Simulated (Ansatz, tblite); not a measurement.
# GeH2MeBr (CH5BrGe): rung by rung, part 2 of 2

Aim: run the singlet of GeH2MeBr (CH5BrGe) at one geometry on many levels, and compare frontier levels, spin and run time.

Ansatz 0.2.0, Gaussian basis; as each input shows. Earlier steps stand in the parts before.

**16. CCSD(T)/def2-TZVPP**

File in.yaml:

```yaml
crystal:
  periodic: [false, false, false]
  atoms:
    - {symbol: Ge, position_ang: [0.497749, -0.634159, 0.358721]}
    - {symbol: H, position_ang: [0.471846, -0.714721, 1.894003]}
    - {symbol: H, position_ang: [1.940180, -0.728282, -0.165402]}
    - {symbol: C, position_ang: [-0.439948, 0.924150, -0.319358]}
    - {symbol: H, position_ang: [0.034858, 1.842075, 0.059758]}
    - {symbol: H, position_ang: [-1.488788, 0.902119, 0.007914]}
    - {symbol: H, position_ang: [-0.409877, 0.932526, -1.417824]}
    - {symbol: Br, position_ang: [-0.606031, -2.523720, -0.417804]}
basis:
  gaussian: {orbitals: def2-TZVPP, initial_orbitals: start.molden}
correlation: {method: ccsd_t}
scf: {omitted_lower_state_checks: [starts]}
output: {orbitals: {seedname: orbitals}}
```

The run is started by

```sh
$ ansatz run in.yaml --threads 4 --pin off --events-out ev --progress --plain --max-ram 3916MiB
```

The program printed:

```text
Functional definition: HF
  name "HF"
  cite "Fock, Z. Phys. 61, 126 (1930) doi:10.1007/BF01340294"
  parent pbe
  exchange = exact_x
  correlation = 0
these checks for a lower state are left out or cut short: starts
1207 factors; integrals over basis functions are off by at most 1.3e-3 eV
mean field evaluation 1: about -127583.2212 eV, gradient 3.5e1 eV
mean field evaluation 2: about -127583.9855 eV, gradient 9.5e-1 eV
mean field evaluation 4: about -127584.1344 eV, gradient 5.5e-3 eV
mean field evaluation 8: about -127584.1344 eV, gradient 1.0e-6 eV
mean field -127584.13443448 eV, -4688.6304608348 hartree, gradient 8.3e-6 eV, S^2 0.000000; 0 other end points of the search recorded, 0 dependent functions left out
19 core orbitals not correlated: weight in the atoms' cores, before any rotation towards them, 1.000 or more for the frozen orbitals, at most 0.000 for the correlated occupied ones
reference -127584.13443448 eV, -4688.6304608348 hartree; 20, 20 occupied and 158, 158 virtual orbitals, 1207 factors
second order -19.47800483 eV of doubles, -0.00000000 eV of singles
cycle   1  -19.61907575 eV  change   -1.4e-1 eV  update   9.0e-2
cycle   2  -20.16009338 eV  change   -5.4e-1 eV  update   2.5e-2
cycle   3  -20.21283346 eV  change   -5.3e-2 eV  update   1.1e-2
cycle   4  -20.20464962 eV  change    8.2e-3 eV  update   2.3e-3
cycle   5  -20.20529781 eV  change   -6.5e-4 eV  update   8.1e-4
cycle   6  -20.20517804 eV  change    1.2e-4 eV  update   2.2e-4
cycle   7  -20.20511635 eV  change    6.2e-5 eV  update   6.9e-5
cycle   8  -20.20513859 eV  change   -2.2e-5 eV  update   2.3e-5
perturbative correction -0.70904920 eV, -0.0260570775 hartree
Total energy: -127605.04862227 eV, -4689.3990430599 hartree
Checks for a lower state left out: starts
```

It took 61 s on 4 threads of Arm Neoverse V2, shared host; peak memory 2.4 GiB.

Hartree-Fock HOMO -10.96 eV, LUMO 3.13 eV; T1 0.009.

**17. MP2/def2-TZVP**

in.yaml: that of step 16 with these lines changed.

```diff
@@ -12,4 +12,4 @@
 basis:
-  gaussian: {orbitals: def2-TZVPP, initial_orbitals: start.molden}
-correlation: {method: ccsd_t}
+  gaussian: {orbitals: def2-TZVP, initial_orbitals: start.molden}
+correlation: {method: mp2}
 scf: {omitted_lower_state_checks: [starts]}
```

The command is unchanged.

The program printed:

```text
Functional definition: HF
  name "HF"
  cite "Fock, Z. Phys. 61, 126 (1930) doi:10.1007/BF01340294"
  parent pbe
  exchange = exact_x
  correlation = 0
these checks for a lower state are left out or cut short: starts
1099 factors; integrals over basis functions are off by at most 1.2e-3 eV
mean field evaluation 1: about -127583.2150 eV, gradient 3.4e1 eV
mean field evaluation 2: about -127583.9530 eV, gradient 9.3e-1 eV
mean field evaluation 4: about -127584.0946 eV, gradient 5.2e-3 eV
mean field evaluation 8: about -127584.0946 eV, gradient 9.9e-7 eV
mean field -127584.09464254 eV, -4688.6289985080 hartree, gradient 7.9e-6 eV, S^2 0.000000; 0 other end points of the search recorded, 0 dependent functions left out
19 core orbitals not correlated: weight in the atoms' cores, before any rotation towards them, 1.000 or more for the frozen orbitals, at most 0.000 for the correlated occupied ones
reference -127584.09464254 eV, -4688.6289985080 hartree; 20, 20 occupied and 118, 118 virtual orbitals, 1099 factors
second order -19.06554708 eV of doubles, -0.00000000 eV of singles
Total energy: -127603.16018963 eV, -4689.3296444403 hartree
Checks for a lower state left out: starts
```

It took 1.1 s on 4 threads of Arm Neoverse V2, shared host.

From the report: Hartree-Fock HOMO -10.97 eV, LUMO 3.13 eV.

**18. RPA/def2-TZVP**

in.yaml: that of step 17 with these lines changed.

```diff
@@ -13,4 +13,4 @@
   gaussian: {orbitals: def2-TZVP, initial_orbitals: start.molden}
-correlation: {method: mp2}
+hamiltonian: {xc: pbe}
+correlation: {method: rpa}
 scf: {omitted_lower_state_checks: [starts]}
-output: {orbitals: {seedname: orbitals}}
```

Same command.

The program printed:

```text
Functional definition: PBE
  name "PBE"
  cite "Perdew, Burke & Ernzerhof, Phys. Rev. Lett. 77, 3865 (1996) doi:10.1103/PhysRevLett.77.3865"
  parent pbe
  parameter kappa = 0.804
  parameter beta = 0.06672455060314922
  exchange = pbe_x(kappa = kappa, mu = beta*pi^2/3)
  correlation = pbe_c(beta = beta)
these checks for a lower state are left out or cut short: starts
1099 factors; integrals over basis functions are off by at most 1.2e-3 eV
mean field evaluation 1: about -127663.9037 eV, gradient 1.2e1 eV
mean field evaluation 2: about -127664.0083 eV, gradient 1.2e-1 eV
mean field evaluation 4: about -127664.0094 eV, gradient 7.2e-5 eV
mean field -127664.00940053 eV, -4691.5658116959 hartree, gradient 1.7e-6 eV, S^2 0.000000; 0 other end points of the search recorded, 0 dependent functions left out
19 core orbitals not correlated: weight in the atoms' cores, before any rotation towards them, 1.000 or more for the frozen orbitals, at most 0.000 for the correlated occupied ones
reference -127582.67812472 eV, -4688.5769424383 hartree; 20, 20 occupied and 118, 118 virtual orbitals, 1099 factors
Total energy: -127612.85987056 eV, -4689.6861011399 hartree
Checks for a lower state left out: starts
```

Run time: 1.9 s. Hardware: 4 threads of Arm Neoverse V2, shared host.

**19. Levels side by side**

| level | functions | HOMO (eV) | LUMO (eV) | gap (eV) | time |
| --- | --- | --- | --- | --- | --- |
| HF/STO-3G | 46 | -8.09 | 8.70 | 16.79 | 0.15 s |
| PBE-D4/def2-SVP | 103 | -6.60 | -0.92 | 5.68 | 0.6 s |
| PBE-D4/def2-TZVP | 157 | -6.79 | -1.17 | 5.62 | 1 s |
| revPBE-D4/def2-TZVP | 157 | -6.74 | -1.06 | 5.68 | 1 s |
| r2SCAN-D4/def2-TZVP | 157 | -7.12 | -0.87 | 6.24 | 2 s |
| r2SCANh-D4/def2-TZVP | 157 | -7.58 | -0.56 | 7.02 | 2.5 s |
| B3LYP-D4/def2-TZVP | 157 | -7.80 | -0.54 | 7.26 | 1.4 s |
| PBE0-D4/def2-SVP | 103 | -7.92 | -0.03 | 7.89 | 0.95 s |
| PBE0-D4/def2-TZVP | 157 | -8.06 | -0.26 | 7.80 | 2.1 s |
| CAM-B3LYP-D4/def2-TZVP | 157 | -9.37 | 0.74 | 10.10 | 1.6 s |
| LC-ωPBE/def2-TZVP | 157 | -10.76 | 1.95 | 12.71 | 1.3 s |
| ωB97X-V/def2-TZVP | 157 | -10.41 | 1.83 | 12.23 | 3.8 s |
| ωB97M-V/def2-TZVP | 157 | -10.26 | 1.62 | 11.89 | 4.5 s |

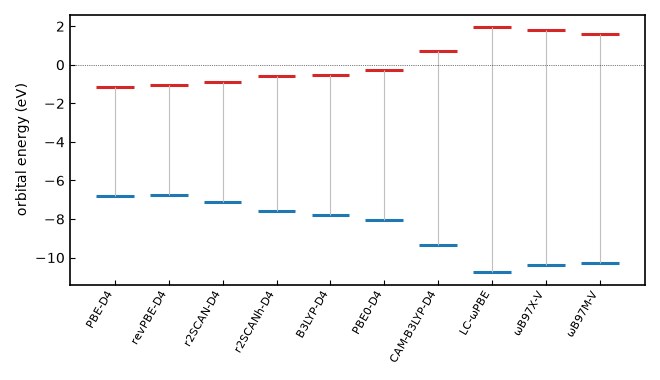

Highest filled (blue) and lowest empty (red) level in def2-TZVP.

Energy pieces by basis (eV):

```
     basis            HF  MP2 correlation  CCSD correlation      (T)               total
def2-TZVPP  -127584.1344         -19.4780          -20.2051  -0.7090        -127605.0486
 def2-TZVP  -127584.0946         -19.0655                             -127603.1602 (MP2)
```

**20. Binding energy**

Free atoms were run apart at each level; binding is atoms less cluster, divided by the number of atoms, without zero-point or spin-orbit terms.

Differences are taken before rounding.

```csv
method,binding an atom (eV),from CCSD(T)/def2-TZVPP (eV),time
HF/STO-3G,3.420,+0.219,0.15 s
HF/def2-TZVP,2.443,-0.758,
HF/def2-TZVPP,2.448,-0.753,
PBE-D4/def2-SVP,3.252,+0.051,0.6 s
PBE-D4/def2-TZVP,3.248,+0.047,1 s
revPBE-D4/def2-TZVP,3.182,-0.019,1 s
r2SCAN-D4/def2-TZVP,3.253,+0.052,2 s
r2SCANh-D4/def2-TZVP,3.242,+0.041,2.5 s
B3LYP-D4/def2-TZVP,3.222,+0.021,1.4 s
PBE0-D4/def2-SVP,3.238,+0.037,0.95 s
PBE0-D4/def2-TZVP,3.231,+0.030,2.1 s
CAM-B3LYP-D4/def2-TZVP,3.235,+0.033,1.6 s
LC-ωPBE/def2-TZVP,3.204,+0.003,1.3 s
ωB97X-V/def2-TZVP,3.255,+0.054,3.8 s
ωB97M-V/def2-TZVP,3.225,+0.024,4.5 s
MP2/def2-TZVP,3.148,-0.053,1.1 s
CCSD/def2-TZVPP,3.164,-0.037,
CCSD(T)/def2-TZVPP,3.201,0,61 s
```

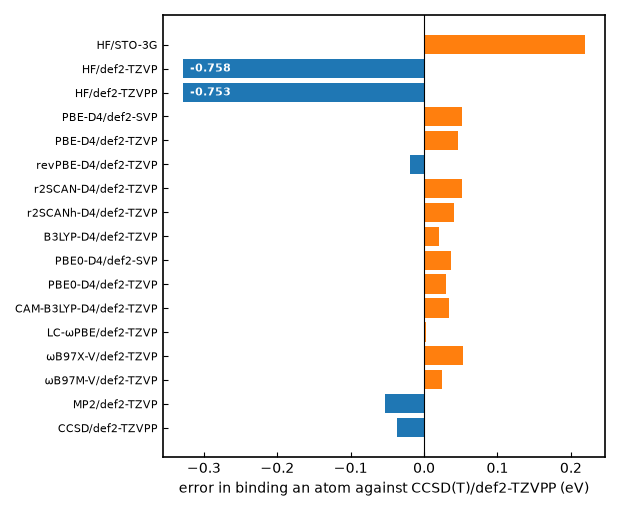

Deviations from CCSD(T)/def2-TZVPP, method by method. Bars with a number in them are cut short.

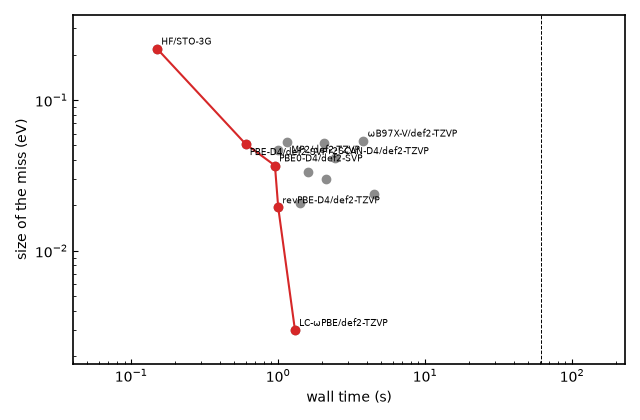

Accuracy for the time spent; red marks the levels that beat every quicker one drawn (of those quicker than the yardstick), and the dashed line is the time of CCSD(T)/def2-TZVPP. Only those levels and the largest misses are named. Times are from a shared host.

**21. What came out**

This closing draws on all 2 parts.

```
                                                 quantity                                 value
gap in def2-TZVP, named functionals, smallest and largest  5.62 eV (PBE-D4), 12.71 eV (LC-ωPBE)
                   correlation energy, CCSD(T)/def2-TZVPP                             -20.91 eV
                        correlation energy, MP2/def2-TZVP                             -19.07 eV
                      binding an atom, CCSD(T)/def2-TZVPP                              3.201 eV
          PBE0 total energy, smallest basis above largest        16.85 eV (def2-SVP, def2-TZVP)
```

**Reading.** Over the named functionals in def2-TZVP the gap runs from 5.62 eV (PBE-D4) to 12.71 eV (LC-ωPBE); exact exchange widens it. A small miss in a minimal or small basis is a cancelling of errors, not accuracy. The functionals in def2-TZVP miss CCSD(T)/def2-TZVPP by -0.019 (revPBE-D4) to +0.054 eV (ωB97X-V) an atom. The reference is CCSD(T) in one finite basis, so it carries an error of its own, often a tenth of an eV or more, and near misses can't be ranked.

For cost: LC-ωPBE/def2-TZVP gets within 0.003 eV in 1.3 s, where CCSD(T)/def2-TZVPP took 61 s; the quickest level in the cost chart, HF/STO-3G, takes 0.15 s and misses by 0.219 eV. The slowest run with a step of its own, CCSD(T)/def2-TZVPP, took 61 s; the quickest functional in def2-TZVP took 1 s (shared host).
